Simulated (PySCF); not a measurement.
# C₃H₁₀FOSi₂ (SMILES CC(C)[SiH2]O[SiH]F) (doublet): what the fields show

```csv
atom,x (Å),y (Å),z (Å)
C,-1.4142,-0.7811,1.0113
C,-0.8417,-0.3166,-0.3272
C,-1.8820,0.4971,-1.0903
Si,0.7558,0.6919,-0.1102
O,1.8129,-0.2893,0.6521
Si,3.2920,-0.5613,1.2230
F,4.0013,0.8830,1.4048
H,-0.6844,-1.3766,1.5554
H,-1.6870,0.0733,1.6277
H,-2.3077,-1.3867,0.8580
H,-0.6199,-1.2121,-0.9192
H,-2.1504,1.3917,-0.5323
H,-1.4975,0.8076,-2.0592
H,-2.7884,-0.0853,-1.2528
H,0.5602,1.8638,0.7418
H,1.3442,1.0556,-1.4010
H,4.0998,-1.2429,0.2345
```

Geometry: GFN2-xTB.

Level of theory: PySCF, UKS B3LYP, pcH-1 on C F H O Si, non-relativistic, mean-field spin-orbit, GIAO.

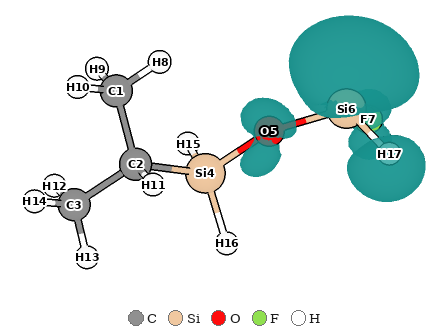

Figure 1. Isosurface of the spin density at +0.02 e/Å³ (teal), seen at a tilt.

Which atoms carry the spin?

Answer. The unpaired spin (1 electron) lies mostly on Si6 (about 0.7) and H17 (about 0.1), in electrons by Hirshfeld's partition.

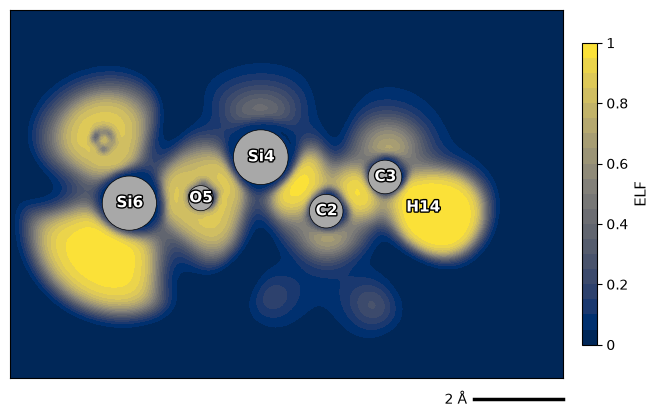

Figure 2. Electron localisation function on the plane of atoms C3, C2 and Si4. Grey discs cover the atomic cores.

What does the map show?

Answer. Atoms in the plane: C, Si, O and H. C–C (1.53 Å): the ELF peaks at about 0.95 between the atoms; localised, covalent bonding. Si–O (1.61 Å): the ELF peaks at about 0.85 between the atoms; a polar covalent bond. C–Si (1.90 Å): the ELF peaks at about 0.95 between the atoms, as expected for a shared electron pair. C–H (1.09 Å): the ELF climbs to about 1 towards the hydrogen, as it does in any bond to H: a covalent bond by its length. The ELF also peaks beside Si6, O5 and F7, away from the bonds: non-bonding electrons, paired or unpaired.

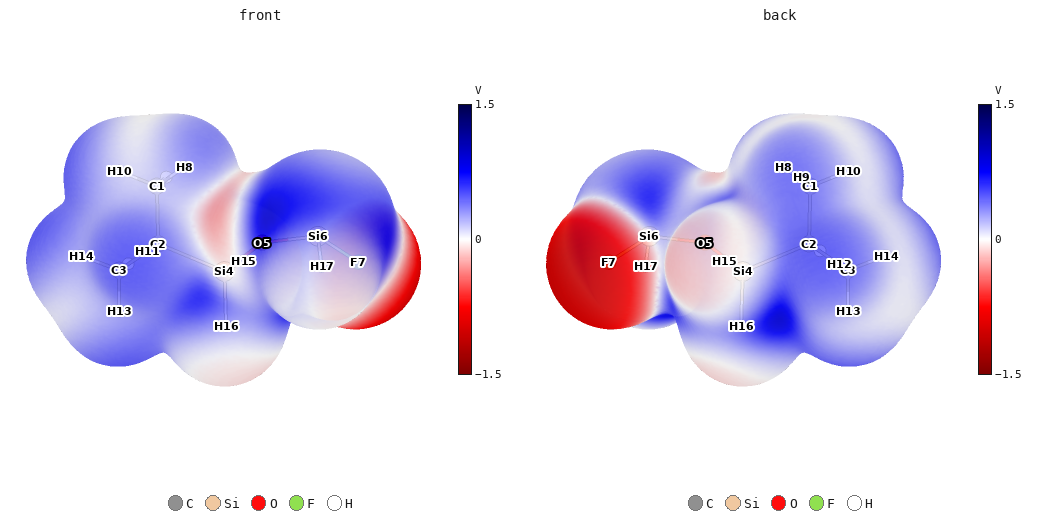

Figure 3. The molecular electrostatic potential painted on the density surface at 0.001 e/bohr³, seen from the front and from behind; the colour scale runs from red (negative) to blue (positive).

Describe the electrostatic potential map.

Answer. The most negative region (about −1.0 V) lies over F7, the most positive (about +0.8 V) over Si4 and Si6.
